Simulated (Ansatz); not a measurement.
**Run report: CH5Si2 (charge +1), geometry relaxation (part 2 of 2)**

CH5Si2, charge +1; RKS PBE0-D4/def2-TZVP (Ansatz 0.2.0). 

Geometry of the input (Å):
```
C  0.3700  -0.6610  0.2704
Si 0.1392  1.0769  0.8902
Si -0.6796  0.2108  -1.0933
H  -2.1562  -0.0060  -1.1078
H  0.0144  0.7055  -2.3185
H  0.6725  1.6378  2.1847
H  1.3971  -0.9891  -0.0125
H  -0.1134  -1.4910  0.8361
```

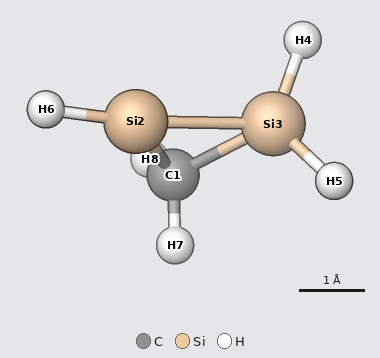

The geometry at step 15 of the log (ball-and-stick view, seen at a tilt; atoms are numbered from 1 in the order of the input).

### Trajectory as extended XYZ, continued
```
8
Properties=species:S:1:pos:R:3:forces:R:3 step=6 energy=-16856.78249
C     0.3660   -0.6592    0.2654    0.0000  -0.0005   0.0013
Si    0.1452    1.0554    0.8852    0.0006  -0.0009  -0.0002
Si   -0.6715    0.2207   -1.0730    0.0001  -0.0011  -0.0005
H    -2.1266   -0.0108   -1.0963   -0.0004   0.0004   0.0000
H     0.0126    0.6936   -2.2895   -0.0001   0.0004  -0.0002
H     0.6592    1.6310    2.1554    0.0000   0.0004   0.0003
H     1.3763   -0.9751   -0.0172    0.0000   0.0009  -0.0003
H    -0.1172   -1.4716    0.8192   -0.0003   0.0005  -0.0004
8
Properties=species:S:1:pos:R:3:forces:R:3 step=7 energy=-16856.78254
C     0.3639   -0.6599    0.2665   -0.0015  -0.0058   0.0085
Si    0.1523    1.0578    0.8812    0.0048  -0.0003   0.0027
Si   -0.6718    0.2206   -1.0728   -0.0015  -0.0001  -0.0028
H    -2.1299    0.0064   -1.0931    0.0020   0.0014  -0.0002
H     0.0168    0.6766   -2.2933   -0.0015  -0.0013   0.0015
H     0.6437    1.6259    2.1641   -0.0022  -0.0016  -0.0043
H     1.3729   -0.9679   -0.0315   -0.0033   0.0044   0.0007
H    -0.1039   -1.4756    0.8281    0.0033   0.0034  -0.0062
8
Properties=species:S:1:pos:R:3:forces:R:3 step=8 energy=-16856.78255
C     0.3641   -0.6600    0.2668   -0.0092  -0.0018   0.0044
Si    0.1526    1.0574    0.8815    0.0018   0.0009  -0.0029
Si   -0.6718    0.2207   -1.0726    0.0036   0.0008  -0.0010
H    -2.1299    0.0079   -1.0926   -0.0002  -0.0006   0.0010
H     0.0166    0.6751   -2.2937   -0.0003   0.0006  -0.0001
H     0.6428    1.6262    2.1641    0.0000  -0.0003   0.0004
H     1.3732   -0.9671   -0.0314    0.0022   0.0023  -0.0016
H    -0.1035   -1.4763    0.8271    0.0021  -0.0018  -0.0003
8
Properties=species:S:1:pos:R:3:forces:R:3 step=9 energy=-16856.78256
C     0.3637   -0.6603    0.2673   -0.0106   0.0013  -0.0004
Si    0.1531    1.0573    0.8813   -0.0002   0.0015  -0.0035
Si   -0.6715    0.2208   -1.0727    0.0037   0.0004   0.0011
H    -2.1297    0.0087   -1.0919   -0.0018  -0.0003   0.0006
H     0.0166    0.6746   -2.2940    0.0008  -0.0002  -0.0014
H     0.6422    1.6264    2.1639    0.0013   0.0008   0.0035
H     1.3729   -0.9662   -0.0314    0.0058   0.0008  -0.0019
H    -0.1032   -1.4774    0.8267    0.0010  -0.0042   0.0021
8
Properties=species:S:1:pos:R:3:forces:R:3 step=10 energy=-16856.78260
C     0.3618   -0.6611    0.2687   -0.0145   0.0079  -0.0071
Si    0.1539    1.0573    0.8808   -0.0007  -0.0003  -0.0081
Si   -0.6706    0.2212   -1.0730    0.0045  -0.0027   0.0061
H    -2.1293    0.0139   -1.0889   -0.0050   0.0000  -0.0009
H     0.0170    0.6697   -2.2964    0.0023   0.0002  -0.0039
H     0.6397    1.6259    2.1645    0.0027   0.0036   0.0107
H     1.3725   -0.9610   -0.0317    0.0108  -0.0016  -0.0027
H    -0.1010   -1.4820    0.8253    0.0000  -0.0072   0.0059
8
Properties=species:S:1:pos:R:3:forces:R:3 step=11 energy=-16856.78272
C     0.3551   -0.6640    0.2732   -0.0145   0.0128  -0.0153
Si    0.1587    1.0579    0.8785   -0.0037  -0.0069  -0.0156
Si   -0.6677    0.2218   -1.0743    0.0028  -0.0037   0.0129
H    -2.1292    0.0342   -1.0793   -0.0065   0.0010  -0.0034
H     0.0182    0.6508   -2.3053    0.0048  -0.0026  -0.0059
H     0.6290    1.6236    2.1684    0.0044   0.0074   0.0226
H     1.3709   -0.9423   -0.0340    0.0095  -0.0041  -0.0048
H    -0.0910   -1.4980    0.8222    0.0030  -0.0037   0.0095
8
Properties=species:S:1:pos:R:3:forces:R:3 step=12 energy=-16856.78165 accepted=F
C     0.3288   -0.6738    0.2906    0.0562  -0.0314  -0.0320
Si    0.1788    1.0611    0.8699    0.0261  -0.0844   0.0022
Si   -0.6569    0.2257   -1.0785   -0.0324  -0.0347  -0.0043
H    -2.1297    0.1176   -1.0428    0.0501   0.0157  -0.0254
H     0.0248    0.5686   -2.3416   -0.0250  -0.0152   0.0423
H     0.5832    1.6115    2.1885   -0.0088   0.0179   0.0226
H     1.3628   -0.8680   -0.0502   -0.1133   0.0123   0.0309
H    -0.0478   -1.5586    0.8135    0.0470   0.1197  -0.0362
8
Properties=species:S:1:pos:R:3:forces:R:3 step=13 energy=-16856.78309
C     0.3468   -0.6678    0.2773    0.0385   0.0025   0.0049
Si    0.1723    1.0585    0.8743   -0.0076   0.0159  -0.0116
Si   -0.6666    0.2210   -1.0740   -0.0170   0.0197  -0.0006
H    -2.1332    0.0670   -1.0725    0.0113   0.0053  -0.0033
H     0.0249    0.6163   -2.3138   -0.0023  -0.0107   0.0052
H     0.6056    1.6162    2.1824   -0.0054  -0.0093  -0.0006
H     1.3659   -0.9156   -0.0565   -0.0557  -0.0199   0.0226
H    -0.0716   -1.5115    0.8322    0.0383  -0.0034  -0.0165
8
Properties=species:S:1:pos:R:3:forces:R:3 step=14 energy=-16856.78132 accepted=F
C     0.3256   -0.6756    0.2919    0.2209  -0.0541   0.0348
Si    0.2034    1.0624    0.8637    0.0295  -0.0316   0.0907
Si   -0.6618    0.2236   -1.0732   -0.0708   0.0216  -0.0888
H    -2.1401    0.1582   -1.0496    0.1035   0.0111  -0.0146
H     0.0366    0.5232   -2.3413   -0.0554  -0.0255   0.0856
H     0.5436    1.5986    2.2145   -0.0344  -0.0338  -0.1034
H     1.3512   -0.8496   -0.1022   -0.2648  -0.0036   0.0964
H    -0.0144   -1.5568    0.8454    0.0716   0.1158  -0.1008
8
Properties=species:S:1:pos:R:3:forces:R:3 step=15 energy=-16856.78381
C     0.3459   -0.6674    0.2803   -0.0173  -0.0206   0.0342
Si    0.1814    1.0602    0.8713    0.0233   0.0076  -0.0099
Si   -0.6690    0.2229   -1.0714    0.0222   0.0148  -0.0149
H    -2.1396    0.1137   -1.0642    0.0129  -0.0171   0.0004
H     0.0313    0.5683   -2.3206   -0.0131   0.0155  -0.0011
H     0.5738    1.6073    2.1967   -0.0110  -0.0038  -0.0029
H     1.3612   -0.8967   -0.0789   -0.0401  -0.0005  -0.0079
H    -0.0409   -1.5244    0.8360    0.0231   0.0039   0.0021
8
Properties=species:S:1:pos:R:3:forces:R:3 step=16 energy=-16856.78467
C     0.3354   -0.6705    0.2925    0.0823  -0.0462   0.0244
Si    0.2070    1.0653    0.8636    0.0372  -0.0379   0.0520
Si   -0.6620    0.2277   -1.0703   -0.0623   0.0043  -0.0327
H    -2.1369    0.1559   -1.0536    0.0409   0.0090  -0.0084
H     0.0340    0.5272   -2.3360   -0.0121  -0.0145   0.0425
H     0.5298    1.6000    2.2162   -0.0246  -0.0162  -0.0615
H     1.3406   -0.8767   -0.1162   -0.0579   0.0311   0.0221
H    -0.0038   -1.5450    0.8530   -0.0034   0.0705  -0.0383
8
Properties=species:S:1:pos:R:3:forces:R:3 step=17 energy=-16856.78519
C     0.3400   -0.6708    0.2907    0.0306  -0.0407   0.0351
Si    0.2090    1.0633    0.8643    0.0105  -0.0183   0.0270
Si   -0.6648    0.2265   -1.0677   -0.0209   0.0310  -0.0408
H    -2.1390    0.1549   -1.0544    0.0326  -0.0008  -0.0024
H     0.0361    0.5276   -2.3298   -0.0183  -0.0090   0.0289
H     0.5278    1.6034    2.2146   -0.0126  -0.0190  -0.0428
H     1.3432   -0.8792   -0.1190   -0.0454   0.0089   0.0130
H    -0.0082   -1.5417    0.8504    0.0235   0.0479  -0.0181
8
Properties=species:S:1:pos:R:3:forces:R:3 step=18 energy=-16856.78531
C     0.3366   -0.6708    0.2947   -0.0030  -0.0730   0.0249
Si    0.2092    1.0614    0.8655    0.0101   0.0044   0.0082
Si   -0.6670    0.2266   -1.0664   -0.0194   0.0295  -0.0001
H    -2.1409    0.1605   -1.0584    0.0216  -0.0009  -0.0046
H     0.0424    0.5199   -2.3238   -0.0126  -0.0034   0.0006
H     0.5283    1.6039    2.2132   -0.0152  -0.0117  -0.0188
H     1.3358   -0.8696   -0.1272   -0.0049  -0.0024   0.0086
H    -0.0003   -1.5478    0.8516    0.0233   0.0574  -0.0187
8
Properties=species:S:1:pos:R:3:forces:R:3 step=19 energy=-16856.78570
C     0.3393   -0.6709    0.2949   -0.0052  -0.0362   0.0238
Si    0.2169    1.0614    0.8636    0.0013   0.0031   0.0087
Si   -0.6671    0.2298   -1.0653    0.0038   0.0148  -0.0087
H    -2.1408    0.1723   -1.0573    0.0107  -0.0034   0.0046
H     0.0392    0.5073   -2.3279   -0.0057   0.0026   0.0041
H     0.5136    1.5979    2.2183   -0.0094  -0.0025  -0.0149
H     1.3354   -0.8688   -0.1344   -0.0092  -0.0062  -0.0066
H     0.0075   -1.5451    0.8573    0.0136   0.0279  -0.0110
8
Properties=species:S:1:pos:R:3:forces:R:3 step=20 energy=-16856.78598
C     0.3422   -0.6728    0.2966    0.0162   0.0041   0.0116
Si    0.2278    1.0602    0.8612   -0.0078   0.0013  -0.0003
Si   -0.6654    0.2327   -1.0637    0.0122   0.0203  -0.0012
H    -2.1389    0.1889   -1.0507   -0.0023  -0.0062   0.0009
H     0.0385    0.4937   -2.3310   -0.0021  -0.0022   0.0059
H     0.4898    1.5967    2.2228   -0.0018  -0.0053  -0.0135
H     1.3311   -0.8703   -0.1503   -0.0152  -0.0054  -0.0038
H     0.0189   -1.5451    0.8642    0.0007  -0.0065   0.0004
8
Properties=species:S:1:pos:R:3:forces:R:3 step=21 energy=-16856.78608
C     0.3446   -0.6721    0.2988    0.0160   0.0411  -0.0124
Si    0.2353    1.0609    0.8611   -0.0071  -0.0175  -0.0076
Si   -0.6646    0.2387   -1.0608    0.0121  -0.0066   0.0017
H    -2.1377    0.1933   -1.0493   -0.0127   0.0058   0.0011
H     0.0396    0.4836   -2.3307    0.0032   0.0057   0.0019
H     0.4768    1.5956    2.2263    0.0001   0.0028  -0.0031
H     1.3256   -0.8722   -0.1637   -0.0088  -0.0052   0.0010
H     0.0244   -1.5437    0.8676   -0.0029  -0.0260   0.0173
8
Properties=species:S:1:pos:R:3:forces:R:3 step=22 energy=-16856.78615
C     0.3456   -0.6734    0.3001    0.0103   0.0287  -0.0174
Si    0.2366    1.0595    0.8600   -0.0046  -0.0058  -0.0049
Si   -0.6651    0.2382   -1.0602    0.0083   0.0007   0.0091
H    -2.1385    0.1985   -1.0491   -0.0096  -0.0003  -0.0004
H     0.0408    0.4831   -2.3289    0.0040  -0.0009  -0.0014
H     0.4717    1.5969    2.2250    0.0011   0.0014   0.0020
H     1.3237   -0.8735   -0.1684   -0.0052  -0.0041   0.0012
H     0.0291   -1.5454    0.8707   -0.0044  -0.0198   0.0119
8
Properties=species:S:1:pos:R:3:forces:R:3 step=23 energy=-16856.78618
C     0.3462   -0.6732    0.3002    0.0060   0.0102  -0.0087
Si    0.2365    1.0592    0.8600    0.0000  -0.0002  -0.0018
Si   -0.6655    0.2386   -1.0595    0.0008   0.0016   0.0034
H    -2.1393    0.1994   -1.0495   -0.0029  -0.0013  -0.0014
H     0.0423    0.4825   -2.3274    0.0012  -0.0004  -0.0010
H     0.4705    1.5976    2.2248    0.0002   0.0002   0.0021
H     1.3227   -0.8745   -0.1708   -0.0027  -0.0016   0.0011
H     0.0306   -1.5455    0.8715   -0.0026  -0.0086   0.0063
8
Properties=species:S:1:pos:R:3:forces:R:3 step=24 energy=-16856.78619
C     0.3466   -0.6730    0.3003    0.0028  -0.0022  -0.0020
Si    0.2374    1.0593    0.8599   -0.0005   0.0017   0.0012
Si   -0.6661    0.2394   -1.0587   -0.0035   0.0000  -0.0011
H    -2.1400    0.1990   -1.0507    0.0019   0.0002  -0.0003
H     0.0432    0.4826   -2.3261    0.0001  -0.0006  -0.0003
H     0.4696    1.5978    2.2249    0.0002   0.0000   0.0016
H     1.3215   -0.8759   -0.1732   -0.0003  -0.0004   0.0001
H     0.0318   -1.5451    0.8729   -0.0006   0.0013   0.0009
```

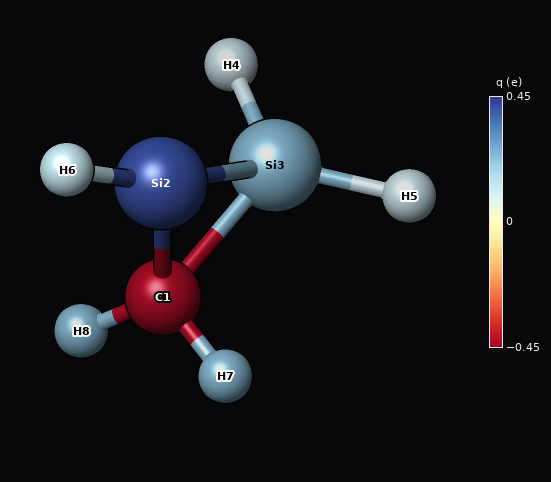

Mulliken charges, as the colour of each atom (ball-and-stick view, seen at a tilt; atoms are numbered from 1 in the order of the input). By element: C −0.42, Si +0.23 to +0.41 and H +0.10 to +0.23 e.
